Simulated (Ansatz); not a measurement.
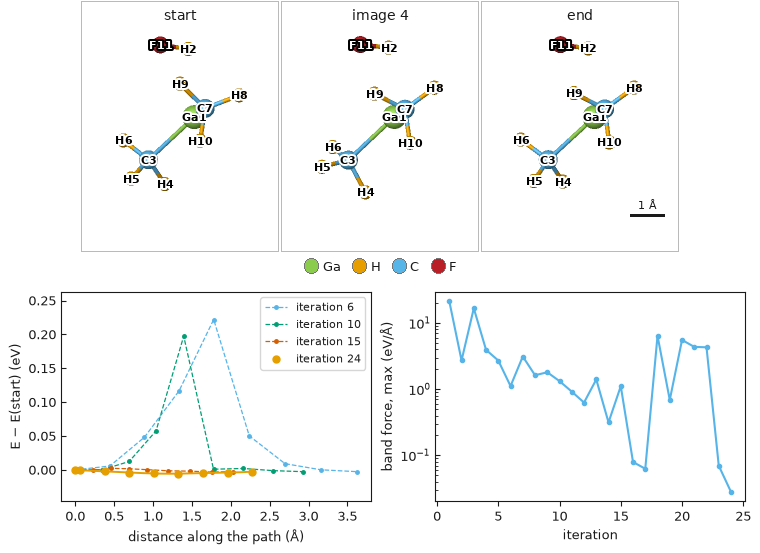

NEB run on C2H7FGa (multiplicity 2), made up at the start of C2H6Ga and HF. Images are numbered from 0 (start) to 8 (end). The plot follows the band through its iterations. Style: ball-and-stick. Shown from a free direction.

These are results of UKS PBE/def2-SVP in Ansatz 0.2.0, not measurements. Settings: 7 movable images; climbing image; force threshold 0.05 eV/Å; iteration limit 60; spring constant 50.0 eV/Å²; starting path through a guess of the saddle point.

**Did the band converge, and can the barrier be trusted?**

The run is converged, with reservations. The band converged in 24 iterations. The largest component of the band force went from 21 to 0.028 eV/Å. The spring constant is far from the usual few eV/Å², which spoils the spacing or the steps. The first iteration put the highest image at 2.784 eV. There is no barrier: the inner images dip to −0.006 eV relative to the start, below both ends (the end lies at −0.003 eV), so the ends aren't minima along this motion.

Limits of the set-up: the start holds two separate molecules, 2.3 Å apart at their closest, whose relative position is a soft coordinate and is computed without a dispersion correction.
